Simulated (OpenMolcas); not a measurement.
# doublet BH2F+: levels of theory compared

Aim: a comparison of 6 runs (UHF/STO-3G, U-r2SCAN/STO-3G, UM06-2X/STO-3G, UPBE/STO-3G, UPBE0/STO-3G, ROMP2/STO-3G) of doublet BH2F+. 

Program for the calculation: OpenMolcas 26.06.

1 further run of the same task is left out (set aside as unsound or not needed).

## Step 1: The structure to begin with

BH2F+ has 4 atoms, charge +1, and is taken as a doublet. SMILES of the parent species: `BF`. The shape is that of a PBE0-D4/def2-TZVP optimisation. That shape belongs to the parent species and isn't relaxed for this state.

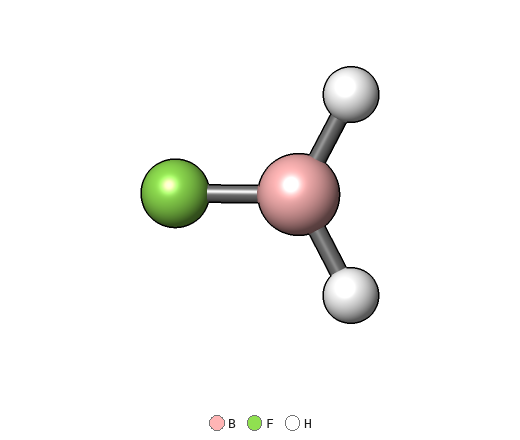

The structure, seen from a chosen angle (boron pink, fluorine green, hydrogen white).

## Step 2: The energy at UHF/STO-3G (run 1)

File input.xyz:

```xyz
4

B     -0.027300    -0.004000    -0.030800
F      1.061200    -0.296700     0.649900
H     -1.012500    -0.649100     0.186200
H      0.034200     0.889600    -0.825600
```

File run.inp:

```
* BFH2 Hartree-Fock
&GATEWAY
BasLib = $CurrDir
Coord = input.xyz
Basis = STO-3G
Group = NoSym
&SEWARD
&SCF
UHF
Charge = 1
Spin = 2
Thresholds = 1e-10 1e-07 1e-07 1e-05
PrOrbitals = 1 1
```

The basis set STO-3G is read from a file made from the Basis Set Exchange's data (not shown).

The run is started by

```sh
$ export MOLCAS_MEM=1860
$ pymolcas run.inp > run.log
```

The log of the run:

```text
--- Start Module: gateway ---
[...]
--- Stop Module: gateway /rc=_RC_ALL_IS_WELL_ ---
--- Start Module: seward ---
[...]
      Basis functions           12
--- Stop Module: seward /rc=_RC_ALL_IS_WELL_ ---
--- Start Module: scf ---
[...]
       Convergence after  22 Iterations
[...]
::    Total SCF energy                               -123.2372474484
[...]
      Total spin, S                                     0.5055905581
[...]
      Total electronic charge=   15.000000
      Total            charge=    1.000000
[...]
      Dipole Moment (debye):
      Origin of the operator (angstrom)=    0.5894   -0.1698    0.3549
                   X= -1.1811E+00               Y=  3.1768E-01               Z= -7.3867E-01           Total=  1.4289E+00
      Center of Charge (angstrom)
[...]
--- Stop Module: scf /rc=_RC_ALL_IS_WELL_ ---
[...]
```

It took 1.9 s on 1 thread of Arm Neoverse V1, shared host; peak memory 0.37 GiB.

## Step 3: A single-point energy at U-r2SCAN/STO-3G (run 2)

input.xyz is that of step 2.

File run.input:

```
&GATEWAY
  BasLib=$CurrDir
  Coord=input.xyz
  Basis=STO-3G
  Group=NoSym

&SEWARD
  GridInput
  Grid=UltraFine
  End of Grid

&SCF
  UHF
  Charge=1
  Spin=2
  KSDFT=2
  1.0 MGGA_X_R2SCAN
  1.0 MGGA_C_R2SCAN
  Thresholds=1e-10 1e-07 1e-07 1e-05
  PrOrbitals=1 1
```

The basis set STO-3G is read from a file made from the Basis Set Exchange's data (not shown).

The run is started by

```sh
$ export MOLCAS_MEM=1860
$ pymolcas run.input > run.log
```

The log of the run:

```text
--- Start Module: gateway ---
[...]
--- Stop Module: gateway /rc=_RC_ALL_IS_WELL_ ---
--- Start Module: seward ---
[...]
      Basis functions           12
--- Stop Module: seward /rc=_RC_ALL_IS_WELL_ ---
--- Start Module: scf ---
[...]
       Convergence after  17 Iterations
[...]
::    Total KS-DFT energy                            -123.7390032171
[...]
      Total spin, S                                     0.5026045464
[...]
      Total electronic charge=   15.000000
      Total            charge=    1.000000
[...]
      Dipole Moment (debye):
      Origin of the operator (angstrom)=    0.5894   -0.1698    0.3549
                   X= -2.1367E+00               Y=  5.7479E-01               Z= -1.3364E+00           Total=  2.5849E+00
      Center of Charge (angstrom)
[...]
--- Stop Module: scf /rc=_RC_ALL_IS_WELL_ ---
[...]
```

Wall time 7.8 s (1 thread of Arm Neoverse V1, shared host); peak memory 0.37 GiB.

Runs 3 to 4 aren't shown in full; the table further down has their settings and results.

## Step 4: A single-point energy at UPBE0/STO-3G (run 5)

input.xyz is that of step 3.

File run.inp:

```
* BFH2 Kohn-Sham DFT
>>> EXPORT MOLCAS_PRINT=2

&GATEWAY
 BasLib=$CurrDir
 Coord=input.xyz
 Basis=STO-3G
 Group=NoSym

&SEWARD
 GridInput
 Grid=UltraFine
 End of Grid

&SCF
 UHF
 Charge=1
 Spin=2
 KSDFT=PBE0
 Thresholds=1e-10 1e-07 1e-07 1e-05
 PrOrbitals=1 1
```

The basis set STO-3G is read from a file made from the Basis Set Exchange's data (not shown).

The run is started by

```sh
$ export MOLCAS_MEM=1860
$ pymolcas run.inp > run.log
```

The log of the run:

```text
--- Start Module: gateway ---
[...]
--- Stop Module: gateway /rc=_RC_ALL_IS_WELL_ ---
--- Start Module: seward ---
[...]
      Basis functions           12
--- Stop Module: seward /rc=_RC_ALL_IS_WELL_ ---
--- Start Module: scf ---
[...]
       Convergence after  18 Iterations
[...]
::    Total KS-DFT energy                            -123.6591452334
[...]
      Total spin, S                                     0.5024037827
[...]
      Total electronic charge=   15.000000
      Total            charge=    1.000000
[...]
      Dipole Moment (debye):
      Origin of the operator (angstrom)=    0.5894   -0.1698    0.3549
                   X= -2.1197E+00               Y=  5.7023E-01               Z= -1.3258E+00           Total=  2.5644E+00
      Center of Charge (angstrom)
[...]
--- Stop Module: scf /rc=_RC_ALL_IS_WELL_ ---
[...]
```

Wall time 6 s (1 thread of Arm Neoverse V1, shared host); peak memory 0.37 GiB.

## Step 5: The energy at ROMP2/STO-3G (run 6)

input.xyz is that of step 4.

File run.inp:

```
* BFH2 ROMP2
&GATEWAY
BasLib
$CurrDir
Coord
input.xyz
Basis
STO-3G
Group
NoSym
&SEWARD
&SCF
UHF
Charge
1
Spin
2
Thresholds
1e-10 1e-07 1e-07 1e-05
PrOrbitals
1 1
&RASSCF
FileOrb
$Project.UnaOrb
Spin
2
Nactel
1 0 0
Inactive
7
Ras2
1
OutOrbitals
Canonical
OrbListing
Nothing
&CASPT2
IPEA
0.0
Frozen
2
```

The basis set STO-3G is read from a file made from the Basis Set Exchange's data (not shown).

The run is started by

```sh
$ export MOLCAS_MEM=1860
$ pymolcas run.inp > run.log
```

The log of the run:

```text
--- Start Module: gateway ---
[...]
--- Stop Module: gateway /rc=_RC_ALL_IS_WELL_ ---
[...]
      Basis functions           12
[...]
       Convergence after  22 Iterations
[...]
::    Total SCF energy                               -123.2372474484
[...]
      Total spin, S                                     0.5055905581
[...]
--- Start Module: rasscf ---
[...]
      Number of active orbitals                  1
[...]
      Spin quantum number                      0.5
[...]
      Active orbitals                            1
[...]
      Number of CSFs                             1
[...]
      Number of root(s) required                 1
[...]
      Convergence after 10 iterations
[...]
      printout of CI-coefficients larger than  0.05 for root  1
      energy=    -123.234114
      conf/sym  1     Coeff  Weight
             1  u   1.00000 1.00000
      Natural orbitals and occupation numbers for root  1
      sym 1:   1.000000
      ************************************************************************************************************************
      *                                                    Final results                                                     *
[...]
::    RASSCF root number  1 Total energy:   -123.23411362
[...]
      Total electronic charge=   15.000000
      Total            charge=    1.000000
[...]
      Dipole Moment (debye):
      Origin of the operator (angstrom)=    0.5894   -0.1698    0.3549
                   X= -1.1022E+00               Y=  2.9644E-01               Z= -6.8929E-01           Total=  1.3333E+00
      Center of Charge (angstrom)
[...]
--- Stop Module: rasscf /rc=_RC_ALL_IS_WELL_ ---
--- Start Module: caspt2 ---
[...]
 ###    WARNING: User changed nr of frozen orbitals.                         ###
 ###############################################################################
[...]
      E2 (Variational):          -0.0568601530
      Total energy:            -123.2909737750
[...]
      Reference weight:           0.97206
[...]
::    CASPT2 Root  1     Total energy:   -123.29097377
[...]
--- Stop Module: caspt2 /rc=_RC_ALL_IS_WELL_ ---
[...]
```

It took 2.7 s on 1 thread of Arm Neoverse V1, shared host; peak memory 0.37 GiB.

## Step 6: The series

```
run            level  integration grid  frozen core orbitals  energy (Eh)  HOMO energy (eV)  LUMO energy (eV)   ⟨S²⟩  wall time
  1       UHF/STO-3G                 –                     –  -123.237247            -22.25             -8.15  0.761      1.9 s
  2  U-r2SCAN/STO-3G         UltraFine                     –  -123.739003            -17.58            -15.40  0.755      7.8 s
  3   UM06-2X/STO-3G         UltraFine                     –  -123.769662            -20.22            -13.29  0.756      7.8 s
  4      UPBE/STO-3G         UltraFine                     –  -123.645426            -17.00            -15.49  0.752      6.3 s
  5     UPBE0/STO-3G         UltraFine                     –  -123.659145            -18.82            -14.41  0.755        6 s
  6     ROMP2/STO-3G                 –                     2  -123.290974                 –                 –      –      2.7 s
```

## Step 7: Outcome

| quantity | value |
| --- | --- |
| run 6: total energy | -123.29097 Eh |

What this shows: Totals of different functionals can't be ranked against each other. In runs 1, 2, 3, 4, 5, 6 the basis is minimal, so the values are rough. All runs together took 33 s, the longest 7.8 s.
